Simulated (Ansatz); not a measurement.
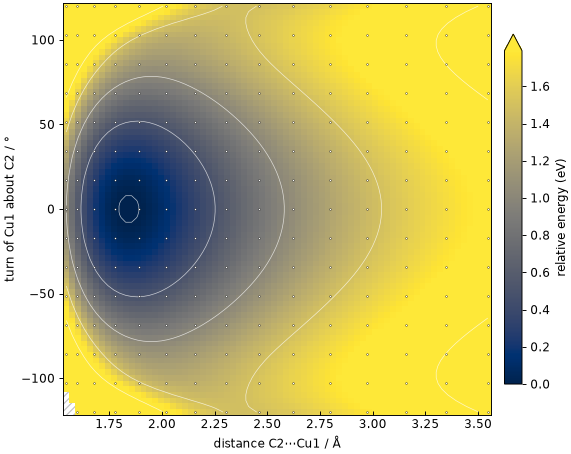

Energy landscape of CCuO, charge +1. 
- The turn is about an axis along (0.82, −0.57, 0.00) in the frame of the relaxed pair, normal to the line between the partners.
- Coordinates scanned: (1) distance C2···Cu1; (2) turn of Cu1 about C2.
- The grid has 15 × 15 points. At 1 point there is no value (left out of the scan, as a rule where atoms come close).
- Points are written as (first, second).
- Energies are in eV, from the lowest grid point.
- Computed with RKS PBE-D4/def2-SVPD (Ansatz 0.2.0).

The picture shows a smooth colour map with a few white contour lines, dots at the grid points, one colour for all values above the top of the scale, hatched blanks where no value was computed. Between grid points the surface is interpolated. 

**Summarise what can be read from the map.**

The lowest grid point is at (1.892 Å, 0.0°). No other kind of well shows on this grid. The highest grid point, (1.546 Å, 120.0°), lies 8.29 eV above the lowest. Round the minimum the two coordinates are nearly uncoupled.

The input of one point:

```yaml
crystal:
  periodic: [false, false, false]
  atoms:
    - { symbol: Cu, position_ang: [0.083797, 0.120663, -1.649898] }
    - { symbol: C, position_ang: [-0.011768, -0.01689, 0.234674] }
    - { symbol: O, position_ang: [-0.069535, -0.100039, 1.363965] }
total_charge: 1
basis:
  gaussian: { orbitals: def2-SVPD }
hamiltonian:
  xc: pbe
  dispersion: d4
output:
  forces: true
```

Each point was launched as `ansatz run input.yaml --threads 1 --pin off --max-ram 2560MiB --backend cpu --events-out ev --progress --plain --runs-dir out`. Time for the 224 points that were run: 8.3 min on 1 thread of Arm Neoverse V1 (shared host).
